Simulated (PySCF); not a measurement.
C₄H₇Cl₃Si₂, SMILES C[SiH](C)C#C[Si](Cl)(Cl)Cl at its GFN2-xTB optimised geometry (Å):

```
16

Si    -2.3583    -0.2731     0.0000
Cl    -3.0273    -1.2256    -1.6529
Cl    -3.0280    -1.2260     1.6524
Cl    -3.0245     1.6355     0.0000
C     -0.5134    -0.2731     0.0000
C      0.6970    -0.2728    -0.0006
Si     2.5625    -0.2395    -0.0027
C      3.1063     0.7234    -1.5484
C      3.1133     0.6397     1.5897
H      3.0245    -1.6355    -0.0409
H      4.1890     0.7822    -1.6163
H      2.7210     1.7395    -1.5383
H      2.7451     0.2458    -2.4544
H      2.7256     1.6538     1.6369
H      4.1963     0.6977     1.6540
H      2.7591     0.1128     2.4707
```

Computed with PBE0/def2-TZVP (PySCF 2.14.0). Cells within 0.4 Å of a nucleus heavier than hydrogen are left out (blank, or x).

Map of the log10 of the electron density (e/bohr³), floored at −4 on the plane z = 0.0 Å:

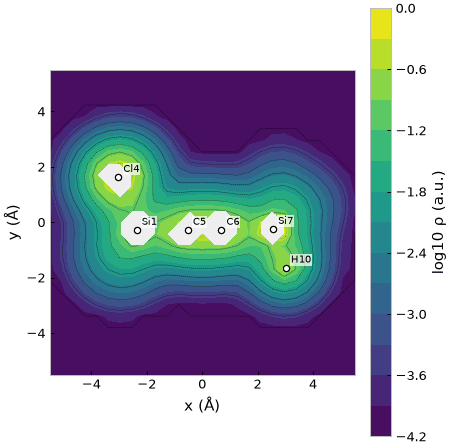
Fig. 1. Log10 of the electron density (e/bohr³), floored at −4 on the plane z = 0.0 Å.
